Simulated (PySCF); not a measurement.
CH$_{4}$OSSi (SMILES O[C]S[SiH3]) (triplet)

Input

```
{"job": {"kind": "epr"}, "charge": 0, "multiplicity": 3}
C     -1.495339     0.264957     0.534969
O     -2.219515    -0.178961    -0.481094
S     -0.085833     1.279079     0.508525
Si     1.427536    -0.226926     0.101915
H     -2.903515     0.463264    -0.731509
H      1.424652    -1.252705     1.183016
H      2.731356     0.498441     0.070417
H      1.165961    -0.876172    -1.214626
```

Run with:

```sh
OMP_NUM_THREADS=1 python cluster_run.py task.json out
```

Geometry: PBE0-D3(BJ)/def2-SVP.

Computed with UKS B3LYP, IGLO-III on C O S Si, pcH-1 on H, non-relativistic, mean-field spin-orbit, GIAO in PySCF 2.14.0, density-fitted response routines.

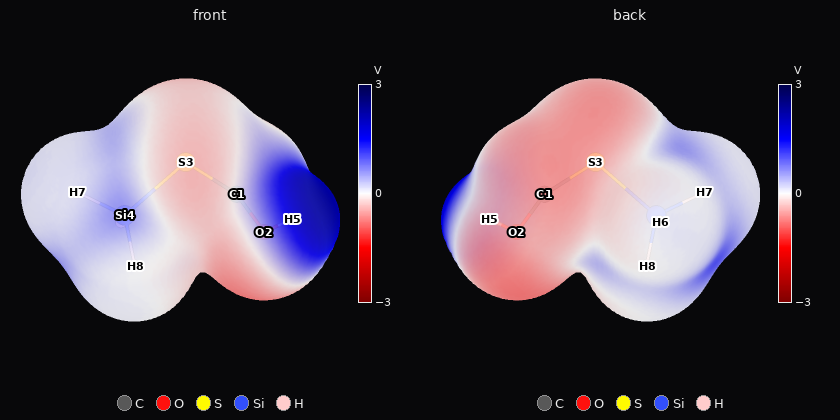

Figure 1. The electrostatic potential painted on the density surface at 0.001 e/bohr³, seen from the front and from behind; the colour scale runs from red (negative) to blue (positive).

Q: Which sites attract a positive test charge, and which a negative one?

A: A positive charge is drawn to the negative regions and a negative charge to the positive ones. The most negative region (about −0.8 V) lies over O2, the most positive (about +2.2 V) over H5.

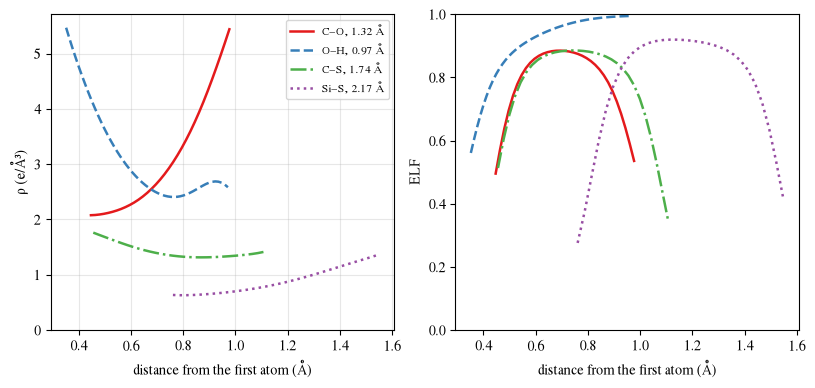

Figure 2. Electron density and electron localisation function along straight lines between neighbouring atoms. The curves leave out the atomic cores.

Q: What kind of bonding do the profiles show?

A: C–O (1.32 Å): the density is about 2.5 e/Å³ at the midpoint; the ELF peaks at about 0.90 between the atoms, as expected for a polar covalent bond.
O–H (0.97 Å): ρ at the midpoint is about 3.8 e/Å³; the ELF climbs to about 1 towards the hydrogen, as it does in any bond to H; a covalent bond by its length.
C–S (1.74 Å): ρ is about 1.3 e/Å³ halfway; the ELF peaks at about 0.90 between the atoms; localised, covalent bonding.
Si–S (2.17 Å): the density is about 0.76 e/Å³ at the midpoint, with its minimum of 0.63 e/Å³ about 0.8 Å from Si; the ELF peaks at about 0.90 between the atoms; a shared electron pair.
